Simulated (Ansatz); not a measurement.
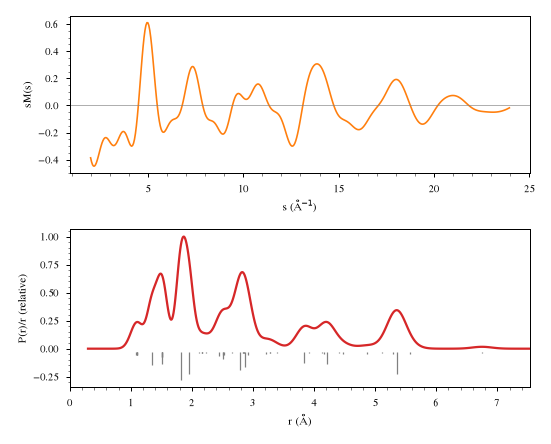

Simulated gas electron diffraction: reduced molecular intensity sM(s) from the Debye equation in the first Born approximation (top) and the radial distribution curve (bottom) of C₃H₇ClSi. Each pair of atoms contributes with weight ZᵢZⱼ/r (bars below the curve); damping constant 0.002 Å²; vibrational amplitudes assumed, not computed: 0.05 Å for bonds, 0.078 Å for bonds to H, 0.06 + 0.015 r up to 0.15 Å for other pairs. The geometry is the end point of an optimisation (RKS PBE/6-31G in Ansatz 0.2.0); it may be a saddle point or a higher isomer. SMILES: [SiH3]CC=CCl.

Read the positions of the first 7 clear peaks and name the main pairs (– for bonds).

Peak 1, 1.11 Å: C–H 1.09–1.11 Å (×4)
Peak 2, 1.49 Å: C–C 1.34–1.50 Å (×2), Si–H 1.51–1.52 Å (×3), not resolved
Peak 3, 1.87 Å: Cl–C 1.82 Å, Si–C 1.95 Å, not resolved; in its flanks C···H 2.16–2.23 Å
Peak 4, 2.82 Å: C···H 2.66–2.85 Å (×5), Cl···C 2.78 Å, Si···C 2.87 Å, not resolved; in its flanks C···C 2.51 Å, Si···H 2.51–3.22 Å
Peak 5, 3.87 Å: Si···C 3.84 Å
Peak 6, 4.20 Å: C···H 4.14–4.41 Å (×2), Si···H 4.16 Å, Cl···C 4.21 Å, Cl···H 4.48 Å, not resolved
Peak 7, 5.35 Å: Cl···H 5.29–5.57 Å (×2), Cl···Si 5.35 Å, not resolved
